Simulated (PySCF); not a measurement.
# C3H9NOSSi (SMILES CS[SiH2]NC(C)=O): what the fields show

```yaml
atoms:
  - { symbol: C, position_ang: [3.4997, -0.5568, -0.5917] }
  - { symbol: S, position_ang: [1.8567, -1.2934, -0.8159] }
  - { symbol: Si, position_ang: [0.7040, 0.2990, 0.0392] }
  - { symbol: N, position_ang: [-0.9127, -0.3220, -0.1477] }
  - { symbol: C, position_ang: [-1.8239, 0.5421, 0.3414] }
  - { symbol: C, position_ang: [-3.2723, 0.1516, 0.2548] }
  - { symbol: O, position_ang: [-1.4140, 1.5816, 0.8215] }
  - { symbol: H, position_ang: [4.2255, -1.2661, -0.9736] }
  - { symbol: H, position_ang: [3.5584, 0.3726, -1.1483] }
  - { symbol: H, position_ang: [3.6749, -0.3772, 0.4638] }
  - { symbol: H, position_ang: [0.9004, 1.5014, -0.7584] }
  - { symbol: H, position_ang: [1.0605, 0.4213, 1.4455] }
  - { symbol: H, position_ang: [-1.1888, -1.1993, -0.5581] }
  - { symbol: H, position_ang: [-3.4306, -0.7893, 0.7783] }
  - { symbol: H, position_ang: [-3.8896, 0.9251, 0.7024] }
  - { symbol: H, position_ang: [-3.5558, 0.0182, -0.7876] }
```

Geometry: GFN2-xTB.

All numbers below come from PBE0/def2-SVPD, SCF density, gas phase in PySCF 2.14.0.

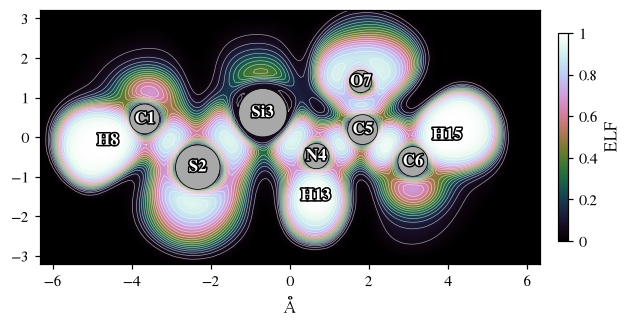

Figure 1. Electron localisation function on the plane of atoms N4, C5 and C6. Grey discs cover the atomic cores.

Question: What do the fields say about this system?

Answer:
- Atoms in the plane: C, S, Si, N, O and H.
- C–O (1.22 Å): the ELF peaks at about 0.85 between the atoms: a short, multiple covalent bond.
- C–N (1.35 Å): the ELF peaks at about 0.90 between the atoms; localised, covalent bonding.
- C–C (1.50 Å): the ELF peaks at about 0.95 between the atoms, as expected for a shared electron pair.
- Si–N (1.74 Å): the ELF peaks at about 0.95 between the atoms: a shared but strongly polarised pair.
- C–S (1.81 Å): the ELF peaks at about 0.90 between the atoms: localised, covalent bonding.
- The ELF also peaks beside S2 and O7, away from the bonds: lone-pair regions.

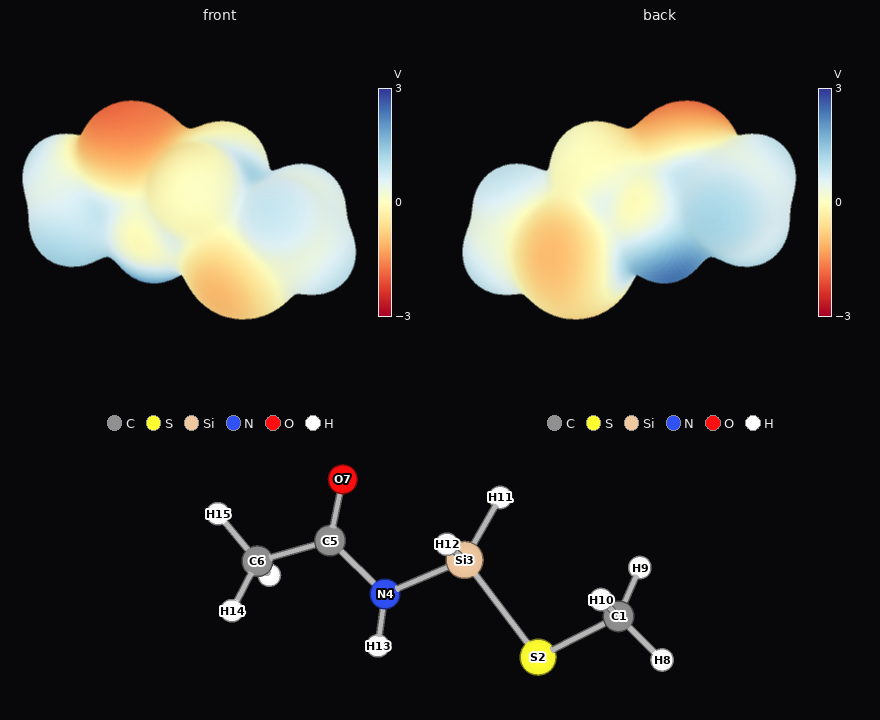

Figure 2. The electrostatic potential painted on the density surface at 0.002 e/bohr³, seen from the front and from behind; the colour scale runs from red (negative) to blue (positive). The bare structure is drawn below in the same view.

Question: Where is the surface potential most negative and most positive?

Answer: The most negative region (about −1.8 V) lies over O7, the most positive (about +2.3 V) over H13. O7 is the likeliest acceptor of a hydrogen bond.

Question: How polar is the molecule by this calculation?

Answer: Its dipole moment is 1.95 D.
